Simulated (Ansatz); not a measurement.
```tsv
atom	x (Å)	y (Å)	z (Å)
Cl	-2.2836	0.1879	-0.4665
C	-0.5609	0.2872	-0.9105
Sn	0.6870	-0.2619	0.7620
H	-0.3602	1.3092	-1.2275
H	-0.3985	-0.3815	-1.7540
H	0.3691	0.8121	2.0447
H	2.3259	-0.1478	0.2876
H	0.3133	-1.8623	1.2084
```

Geometry: PBE0-D4/def2-TZVP; core potentials replace the inner electrons of Sn.

All numbers below come from RKS PBE0-D4/def2-TZVPP (Ansatz 0.2.0).

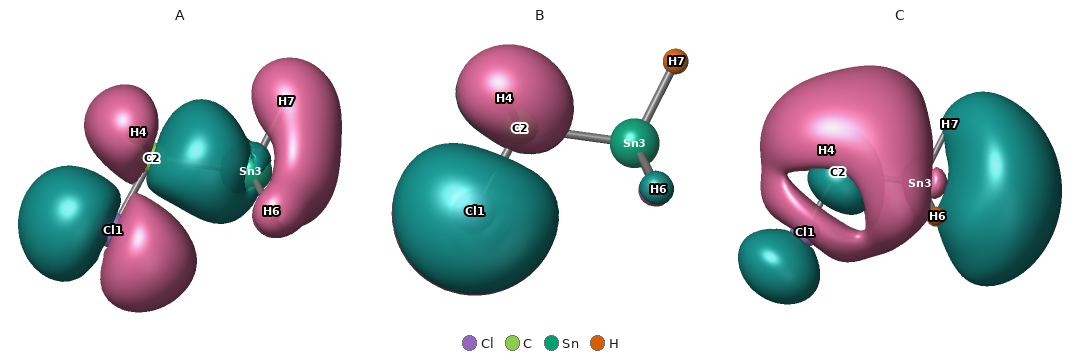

CH$_{5}$ClSn (SMILES Cl[CH2][SnH3]). Three frontier orbitals at ±0.05 Å⁻³ᐟ² (teal and pink are the two phases), in no order.

Order the three orbitals by energy and name them.

Answer. B is the HOMO−1 (−8.52 eV). It lies mainly on Cl1 (about 80 %) and C2 (about 10 %); largely a lone pair of Cl1. A is the HOMO (−7.70 eV). It lies mainly on Cl1 (about 50 %), C2 (about 20 %) and Sn3 (about 15 %). C is the LUMO (−0.22 eV). Its weight (Hirshfeld) is mainly on Sn3 (about 45 %), C2 (about 15 %) and Cl1 (about 15 %).

What is the HOMO–LUMO gap?

Answer. 7.48 eV between the orbital energies.
